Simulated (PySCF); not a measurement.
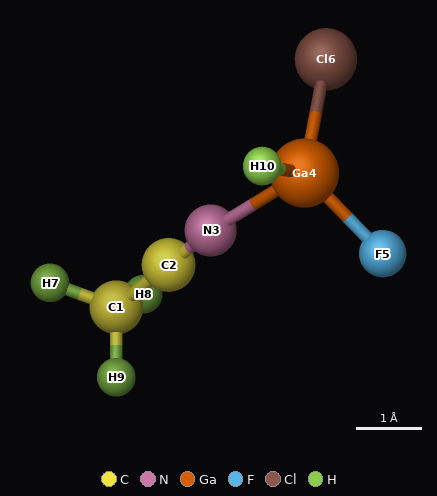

**Figure 1.** The structure as given in the input (ball-and-stick view, seen at a tilt; atoms are numbered from 1 in the order of the input). Sticks mark near contacts. Bond lengths as drawn: Cl–Ga 2.17 Å, C–C 1.44 Å, C–H 1.10 Å, C–N 1.15 Å, F–Ga 1.77 Å, Ga–H 1.55 Å and Ga–N 2.11 Å.

**Two runs on C₂H₄ClFGaN**

System: C₂H₄ClFGaN.
Method of the first run: TDDFT PBE0/6-31G*, vertical, gas phase, core orbitals frozen in the response (PySCF 2.14.0).

The geometry comes from this level: PBE0-D3(BJ)/def2-SVP. Text and figures count atoms from 1; the logs count them from 0 in places.

## Input file, the first run
```
{"job": {"kind": "uv", "xc": "PBE0", "basis": "6-31G*"}, "charge": 0, "multiplicity": 1}
C     -2.233987    -0.129944     0.132947
C     -0.791150    -0.074864     0.186891
N      0.357650    -0.016521     0.217666
Ga     2.450095     0.043199    -0.056785
F      2.459060    -1.164038    -1.345661
Cl     2.549475     2.071057    -0.828608
H     -2.659023     0.360830     1.019920
H     -2.584254     0.388189    -0.771442
H     -2.564804    -1.177715     0.101564
H      3.066873    -0.320672     1.322321
```

The first line tells a small driver script what to run in PySCF; the rest is the geometry in Å.

Launched with:
```bash
OMP_NUM_THREADS=1 python <driver script> task.json out
```

Hardware: 1 CPU thread, shared host.

## Output (the first run)
```
coarse grid: 44400 points
cycle   1  E = -2617.2628496398  dE = -3.549e-02  |g| = 8.728e-01  |ddm| = 3.166e+00
cycle   2  E = -2616.9593990932  dE =  3.035e-01  |g| = 1.610e+00  |ddm| = 1.972e+00
cycle   3  E = -2617.3951964834  dE = -4.358e-01  |g| = 1.796e-01  |ddm| = 1.309e+00
cycle   4  E = -2617.4007008988  dE = -5.504e-03  |g| = 7.738e-02  |ddm| = 2.067e-01
cycle   5  E = -2617.4013915482  dE = -6.906e-04  |g| = 4.883e-02  |ddm| = 7.660e-02
cycle   6  E = -2617.4018839540  dE = -4.924e-04  |g| = 4.859e-03  |ddm| = 3.407e-02
cycle   7  E = -2617.4018881869  dE = -4.233e-06  |g| = 1.536e-03  |ddm| = 4.955e-03
final grid: 91536 points
cycle   8  E = -2617.4018904113  dE =  1.812e-07  |g| = 1.948e-03  |ddm| = 3.099e-03
cycle   9  E = -2617.4018895333  dE =  8.780e-07  |g| = 2.924e-03  |ddm| = 3.700e-03
cycle  10  E = -2617.4018910248  dE = -1.491e-06  |g| = 6.291e-04  |ddm| = 2.281e-03
cycle  11  E = -2617.4018911032  dE = -7.846e-08  |g| = 1.028e-04  |ddm| = 4.325e-04
cycle  12  E = -2617.4018911054  dE = -2.181e-09  |g| = 7.980e-06  |ddm| = 8.057e-05
cycle  13  E = -2617.4018911054  dE = -2.638e-11  |g| = 2.933e-06  |ddm| = 7.936e-06
converged SCF energy = -2617.4018911054

Static polarisability (au): isotropic 58.274, principal 44.087 56.895 73.841

Singlet excitations
state   eV       nm        f      main configurations
  1   6.1230    202.5   0.00134   H->L+1 0.65, H->L 0.33
  2   6.1471    201.7   0.00167   H->L 0.65, H->L+1 0.33
  3   6.2870    197.2   0.00384   H-1->L 0.70, H-1->L+1 0.28
  4   6.3352    195.7   0.01713   H-1->L+1 0.69, H-1->L 0.27
  5   6.6687    185.9   0.00158   H-2->L 0.92
  6   6.7939    182.5   0.04899   H-2->L+1 0.92
  7   7.4265    166.9   0.01784   H-3->L 0.96
  8   7.4932    165.5   0.00092   H-3->L+1 0.89
  9   7.6566    161.9   0.03789   H->L+2 0.53, H->L+3 0.40
 10   7.7621    159.7   0.00214   H-4->L 0.28, H-7->L 0.13, H-4->L+1 0.12

Triplet excitations (Tamm-Dancoff, eV): 6.0308 6.0839 6.0982 6.2137
```

The second run used a changed input.

## The two runs side by side

```tsv
quantity	the first run	the second run
outcome	converged	converged
total energy (hartree)	−2617.401891	−2617.820406
HOMO (eV)	−7.95	−8.04
LUMO (eV)	−0.85	−1.02
dipole moment (D)	8.79	8.80
lowest excitation (eV)	6.12	6.06
SCF iterations	13	13
strongest computed line (eV)	6.79	6.77
basis functions	114	233
wall time (shared host)	23 s	70 s
```

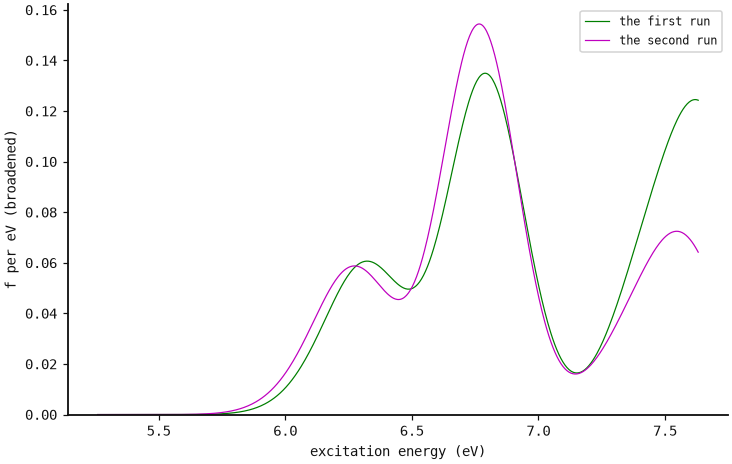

**Figure 2.** Absorption of the two runs from their computed states, each broadened by a Gaussian of 0.35 eV full width; the range ends where the shorter list of states ends.

What was changed in the input?

The change (lines with − go, lines with + come):
```diff
-"basis": "6-31G*"
+"basis": "def2-TZVP"
```

The total energy of the second run is 262.6 kcal/mol lower, which measures the change of basis and not a stability. The HOMO goes from −7.95 to −8.04 eV. The LUMO goes from −0.85 to −1.02 eV. The lowest excitation goes from 6.12 to 6.06 eV. The number of SCF iterations is the same. The basis functions go from 114 to 233.

## Output (the second run)
```
coarse grid: 44400 points
cycle   1  E = -2617.6689364976  dE = -4.973e-02  |g| = 1.027e+00  |ddm| = 2.538e+00
cycle   2  E = -2617.3448358840  dE =  3.241e-01  |g| = 1.820e+00  |ddm| = 1.507e+00
cycle   3  E = -2617.8115799076  dE = -4.667e-01  |g| = 2.351e-01  |ddm| = 9.595e-01
cycle   4  E = -2617.8191833203  dE = -7.603e-03  |g| = 8.666e-02  |ddm| = 1.602e-01
cycle   5  E = -2617.8199433411  dE = -7.600e-04  |g| = 5.827e-02  |ddm| = 6.199e-02
cycle   6  E = -2617.8205805535  dE = -6.372e-04  |g| = 5.109e-03  |ddm| = 2.746e-02
cycle   7  E = -2617.8205854893  dE = -4.936e-06  |g| = 2.131e-03  |ddm| = 4.892e-03
final grid: 91536 points
cycle   8  E = -2617.8204046089  dE =  6.526e-09  |g| = 2.494e-03  |ddm| = 3.198e-03
cycle   9  E = -2617.8204034883  dE =  1.121e-06  |g| = 3.611e-03  |ddm| = 3.148e-03
cycle  10  E = -2617.8204054621  dE = -1.974e-06  |g| = 8.602e-04  |ddm| = 1.880e-03
cycle  11  E = -2617.8204056055  dE = -1.434e-07  |g| = 1.450e-04  |ddm| = 4.554e-04
cycle  12  E = -2617.8204056093  dE = -3.798e-09  |g| = 1.930e-05  |ddm| = 7.814e-05
cycle  13  E = -2617.8204056094  dE = -4.866e-11  |g| = 4.767e-06  |ddm| = 1.045e-05
converged SCF energy = -2617.8204056094

Static polarisability (au): isotropic 66.520, principal 52.772 64.160 82.627

Singlet excitations
state   eV       nm        f      main configurations
  1   6.0593    204.6   0.00120   H->L 0.51, H->L+1 0.47
  2   6.0827    203.8   0.00151   H->L+1 0.51, H->L 0.47
  3   6.2392    198.7   0.00348   H-1->L 0.81, H-1->L+1 0.16
  4   6.2856    197.3   0.01720   H-1->L+1 0.81, H-1->L 0.16
  5   6.6547    186.3   0.00172   H-2->L 0.84, H-2->L+1 0.14
  6   6.7695    183.2   0.05615   H-2->L+1 0.84, H-2->L 0.13
  7   7.3573    168.5   0.00914   H->L+2 0.98
  8   7.5417    164.4   0.00607   H-1->L+2 0.92
  9   7.5923    163.3   0.01711   H-3->L 0.88
 10   7.6312    162.5   0.00065   H-3->L+1 0.64, H-4->L+1 0.11

Triplet excitations (Tamm-Dancoff, eV): 5.9799 6.0264 6.0532 6.1703
```

For both runs: Spin–orbit coupling is left out, which matters for the heavy atoms.
